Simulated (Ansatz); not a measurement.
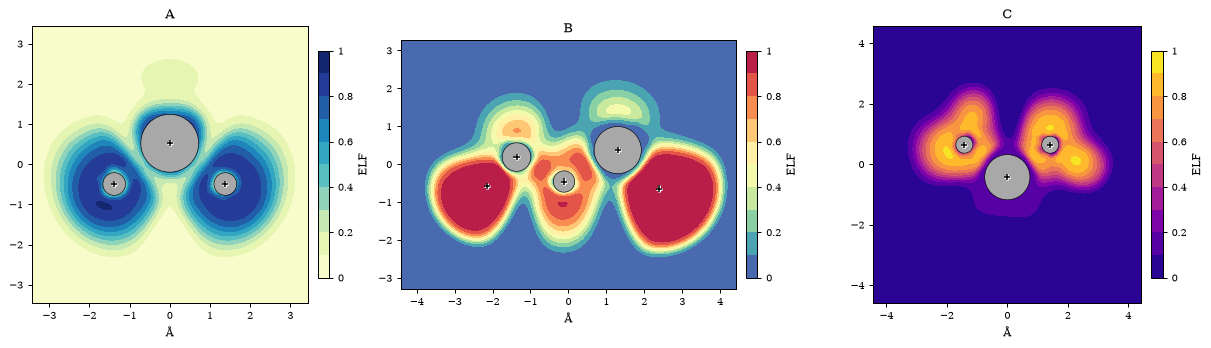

The ELF of 3 systems, each on a plane through atoms (crosses mark nuclei in the plane; grey discs cover the cores).

Method: RKS PBE0-D4/def2-TZVP in Ansatz 0.2.0.

System 1: O₃W, the plane of atoms O2, W1 and O4. Geometry: PBE0-D4/def2-TZVP; core potentials replace the inner electrons of W.

```xyz
4

W     0.4143   -0.2197   -0.0261
O     0.5036    1.1681    0.9786
O    -0.7992   -1.2460    0.6201
O    -0.1187    0.2976   -1.5725
```

System 2: GeH₄O₄ (Ge(OH)4), the plane of atoms O2, Ge1 and O4. Geometry: PBE-D4/def2-SVP.

```tsv
atom	x (Å)	y (Å)	z (Å)
Ge	0.0001	0.0000	0.0002
O	0.0297	0.0977	1.7773
H	-0.7999	0.5015	2.0958
O	1.7046	-0.0623	-0.5093
H	2.2526	0.4428	0.1211
O	-0.9607	1.3957	-0.5452
H	-1.3305	1.2116	-1.4296
O	-0.7733	-1.4312	-0.7223
H	-0.1226	-2.1558	-0.7879
```

System 3: CH₆OSi (Si(OMe)H3), the plane of atoms O2, Si1 and H8. Geometry: PBE0-D4/def2-TZVP.

```yaml
atoms:
  - { symbol: Si, position_ang: [-0.3825, 0.6131, -1.0999] }
  - { symbol: O, position_ang: [-0.3065, 0.5033, 0.5365] }
  - { symbol: C, position_ang: [0.3486, -0.5569, 1.1919] }
  - { symbol: H, position_ang: [-0.0952, -1.5256, 0.9335] }
  - { symbol: H, position_ang: [0.2487, -0.4083, 2.2684] }
  - { symbol: H, position_ang: [1.4161, -0.5848, 0.9435] }
  - { symbol: H, position_ang: [0.9837, 0.6862, -1.6916] }
  - { symbol: H, position_ang: [-1.1420, 1.8479, -1.4022] }
  - { symbol: H, position_ang: [-1.0708, -0.5749, -1.6801] }
```

Which map belongs to which system?

Answer. Panel A is system 1, O₃W: the plane holds W and O. W–O (1.72 Å): the ELF peaks at about 0.80 in the valence shell of O, 0.5 Å from its nucleus, and drops to about 0.35 between the two atoms. Panel B is system 3, CH₆OSi: the plane holds Si, O, C and H. C–O (1.41 Å): the ELF peaks at about 0.85 between the atoms; a polar covalent bond. Panel C is system 2, GeH₄O₄: the plane holds Ge and O. Ge–O (1.78 Å): the ELF peaks at about 0.85 in the valence shell of O, 0.6 Å from its nucleus, and is about 0.35 at the midpoint.
